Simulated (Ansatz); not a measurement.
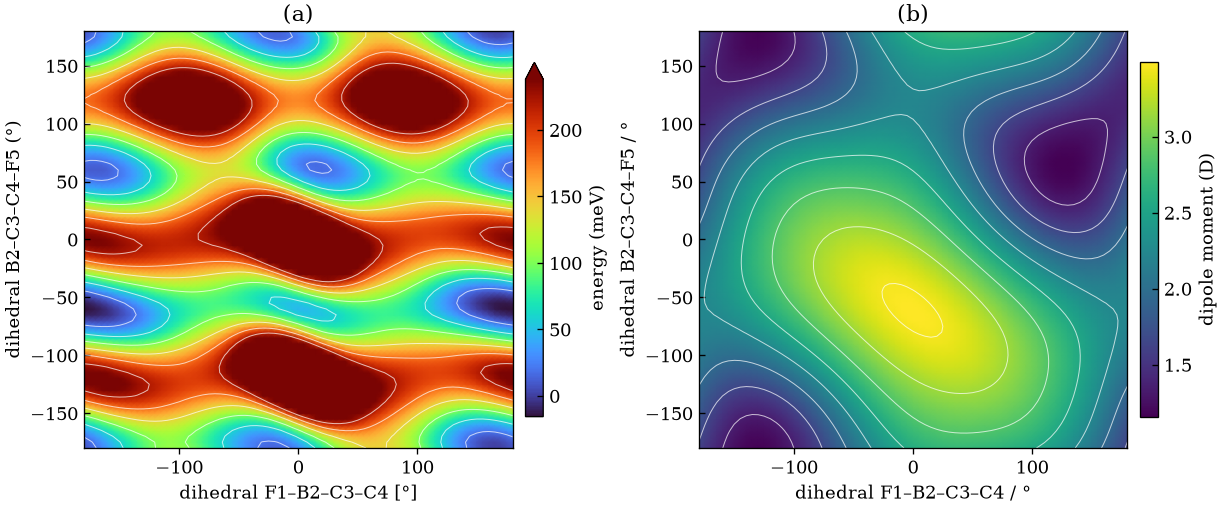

C2H4BF3, SMILES FBCC(F)F. 
- First axis: dihedral F1–B2–C3–C4. Second axis: dihedral B2–C3–C4–F5.
- Nothing is relaxed (all other coordinates rigid).
- The grid has 18 × 18 points.
- Points are written as (first, second).
- Energies: meV, counted from the relaxed molecule at the same level.
- These are results of RHF/def2-SVP in Ansatz, not measurements.

Panel (a) is the energy and panel (b) the computed dipole moment on the same grid.

Drawn: a smooth colour map with a few white contour lines, one colour for all values above the top of the scale. Between grid points the surface is interpolated.

How does the dipole moment vary over the map, and what is it at the lowest grid point?

Answer. Leaving out the highest fifth of the energies, it runs from 1.17 D at (120°, 60°) to 3.49 D at (0°, −60°). At the lowest grid point, (−180°, −60°), it is 2.24 D.

```csv
"dihedral B2–C3–C4–F5 ↓, dihedral F1–B2–C3–C4 →",−180,−140,−100,−60,−20,20,60,100,140
140,1.43,1.33,1.51,1.83,2.19,2.31,2.20,2.03,1.76
100,1.44,1.79,2.05,2.20,2.29,2.16,1.79,1.48,1.33
60,1.66,2.24,2.59,2.69,2.65,2.36,1.81,1.30,1.19
20,1.90,2.51,2.91,3.07,3.02,2.74,2.21,1.66,1.48
−20,2.14,2.60,3.02,3.29,3.36,3.16,2.76,2.28,2.00
−60,2.24,2.45,2.83,3.20,3.45,3.44,3.17,2.79,2.41
−100,2.12,2.02,2.34,2.82,3.20,3.38,3.28,2.98,2.55
−140,1.86,1.48,1.72,2.29,2.82,3.06,3.07,2.89,2.46
−180,1.62,1.19,1.35,1.89,2.43,2.70,2.70,2.57,2.20
```

The table holds every second grid line.
